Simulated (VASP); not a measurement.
Band structure of KCl (rock salt). All values below come from PBE GGA, VASP's PBE PAW potentials (set 64) (plane waves; VASP).

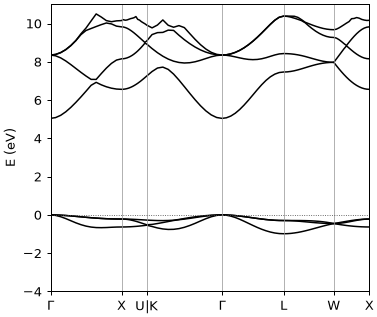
*Bands along high-symmetry lines, zero at the valence-band maximum or, without a gap, the Fermi level*

Task: Read the plot: is there a gap, and where are the band edges?

Result: The gap is direct, 5.04 eV, from the valence maximum at Γ to the conduction minimum at Γ. (Edges off the drawn lines would not show.)

Measured: gap 8.50 eV (computed value off by -3.46 eV), as given by David Koller et al., Journal of Physics Condensed Matter (2013), arXiv:1304.4470.

The compound is KCl in the rock salt structure. It was relaxed first.
